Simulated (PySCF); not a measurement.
# [CuO2]-: relaxation and vibrations of the triplet

Aim: relax [CuO2]- as a triplet from a end-on start, check by its vibrations whether the end is a minimum, and collect its spectrum and constants.

Program: PySCF 2.14.0. Level of theory: B3LYP, basis Cu def2-SVPD, O def2-SVPD, no relativity, density fitting. These are calculated values, not measurements.

### Step 1. The system as given

3 atoms, charge -1, spin multiplicity 3.

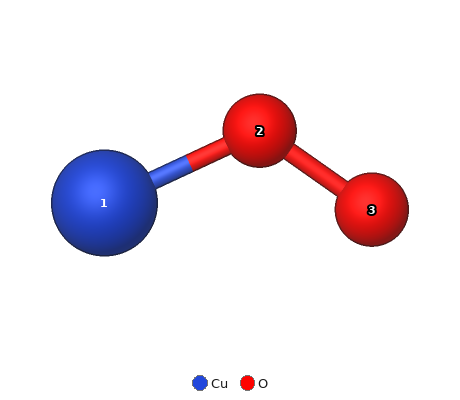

The starting geometry (copper blue, oxygen red); atoms are numbered from 1 in the order of the file.

```xyz
3
charge -1 multiplicity 3
Cu    0.0000    0.0000    0.0000
O     0.0000    0.0000    1.8025
O     1.2528    0.0000    2.5225
```

### Step 2. Finding the electronic state

The steps below are one call of a driver around PySCF. For each, scf.py gives the equivalent set-up of the SCF; relaxations use the driver's own optimiser. After this first run the driver tries any further starts and a stability analysis.

Contents of scf.py:

```python
from pyscf import gto, scf, dft
mol = gto.M(atom='''
Cu     0.000000     0.000000     0.000000
O      0.000000     0.000000     1.802500
O      1.252800     0.000000     2.522500''',
    basis={'Cu': 'def2-SVPD', 'O': 'def2-SVPD'},
    charge=-1, spin=2)
mf = dft.UKS(mol, xc='B3LYP')
mf.grids.atom_grid = (50, 194)
aux = {'Cu': 'def2-universal-JKFIT', 'O': 'def2-universal-JKFIT'}
mf = mf.density_fit(auxbasis=aux)
mf.conv_tol = 1e-08
mf.diis_space = 10
mf.max_cycle = 60
mf.init_guess = 'minao'
mf.verbose = 4
mf.kernel()
```

The run is started by

```console
$ OMP_NUM_THREADS=2 python axn.py task.json out
```

After this run come: End-on start, triplet: relaxation; Is it a minimum? Harmonic modes.

Q: Predict the outcome of this session. Wanted: minimum; geometry; wavenumbers; dipole moment; highest occupied, lowest empty level; polar-tensor charge of Cu1; zero-point energy; ⟨S²⟩.

**Answer**, as computed:

```
                                          quantity                                     value
                                           minimum                               triplet, Cs
                                          geometry  Cu–O 1.943 Å, O–O 1.320 Å; Cu–O–O 116.3°
                                wavenumbers (cm⁻¹)             173 (a'), 392 (a'), 1161 (a')
                    dipole moment (centre of mass)                                    0.98 D
highest occupied, lowest empty level (either spin)                             0.57, 2.53 eV
                        polar-tensor charge of Cu1                                   -0.40 e
                                 zero-point energy                               10.3 kJ/mol
                               entropy at 298.15 K                           286.1 J/(mol K)
                                              ⟨S²⟩                                     2.012
```

What this shows: The molecule stays Cs, as typed, and the end point is a minimum. In the infrared the band at 1161 cm⁻¹ (a') leads. Only this shape and spin were tried, so other structures or states may lie lower. A highest occupied level above zero is common for anions with such functionals; it warns that the extra electron is poorly described. One determinant may miss the lowest occupation of an open d or f shell.
